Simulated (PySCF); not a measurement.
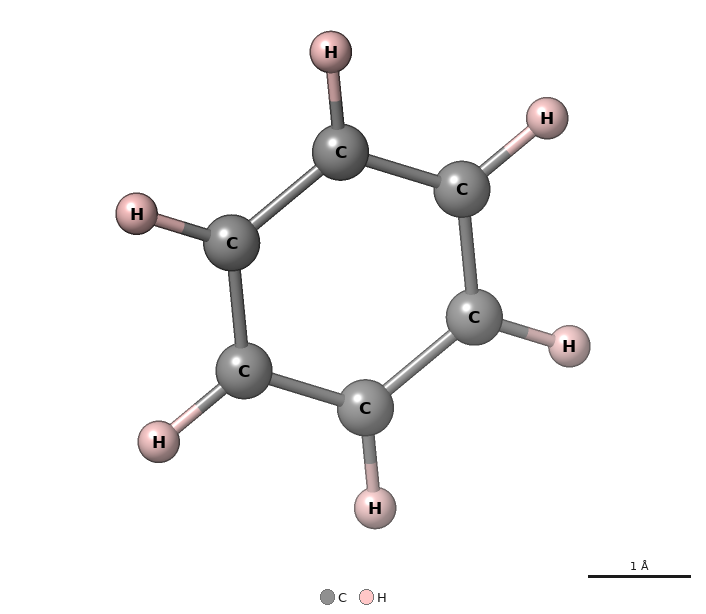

Depth is shown by fading: the farther an atom, the more it takes the colour of the background. Computed geometry: PBE0-D3(BJ)/def2-SVP optimisation. No frequency run is at hand to confirm it as a minimum. Masses are those of the most abundant isotopes; constants are for the rigid equilibrium geometry.

### What kind of rotor is it, and what are its rotational constants in GHz?

An oblate symmetric top (D6h): A = B = 5.70, C = 2.85 GHz.
